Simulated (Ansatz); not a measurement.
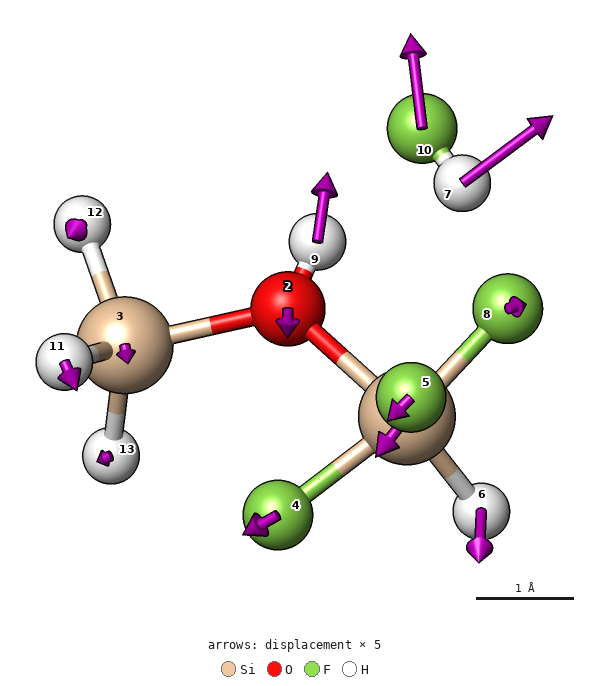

A relaxation of Si₂H₆OF₄ (started from a transition state, displaced along its imaginary mode). The starting structure is drawn; purple arrows show the displacements, magnified 5 times. The two geometries are superimposed by the best rigid fit.

A ball-and-stick model, seen at a tilt.

The calculation used RKS PBE0-D4/def2-TZVP (Ansatz). Set-up: force threshold 0.005 eV/Å; at most 200 steps.

Describe the change and its energy.

Over 8 accepted moves (9 points after the start) the energy falls by 306.6 kJ/mol. The largest force component goes from 15 to 0.0037 eV/Å. The line search rejected the trial step at point 3 of the run. An H atom moves most after the best rigid fit: 0.24 Å. By element the largest moves are H 0.24 Å, F 0.21 Å, Si 0.11 Å, O 0.07 Å. Some distances before and after: H–O 0.787 → 0.991 Å, F–H 0.769 → 0.956 Å, F–Si 1.554 → 1.703 Å, F–Si 2.590 → 2.522 Å. Among the angles between lasting bonds that change: Si–O–H 112.6° → 117.7°, F–Si–H 126.1° → 122.1°, Si–O–H 122.6° → 119.2°.
